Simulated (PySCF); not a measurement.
Vertical excitations of a molecule C3H8OSi from PySCF 2.14.0 with TDA-M06-2X/def2-SVPD, as energy in eV (oscillator strength): 6.99 (0.005), 7.25 (0.006), 7.59 (0.033), 7.69 (0.005), 7.76 (0.019), 7.98 (0.133), 8.37 (0.021), 8.51 (0.057), 8.56 (0.059), 8.70 (0.033). Lowest triplet (TDA): 6.78 eV. Coordinates come from a B3LYP-D3(BJ)/def2-SVP optimisation. Other conformers were not sampled.

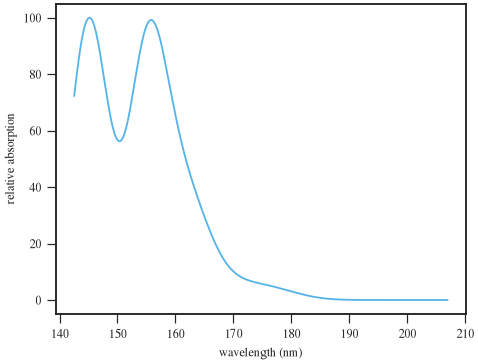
The lines broadened by 0.4 eV.

Task: Which structure fits?
A. [SiH3][C@H]1CCO1
B. C=COC[SiH3]
C. O[SiH]1CCC1
D. C=CC[SiH2]O

Result: C, O[SiH]1CCC1
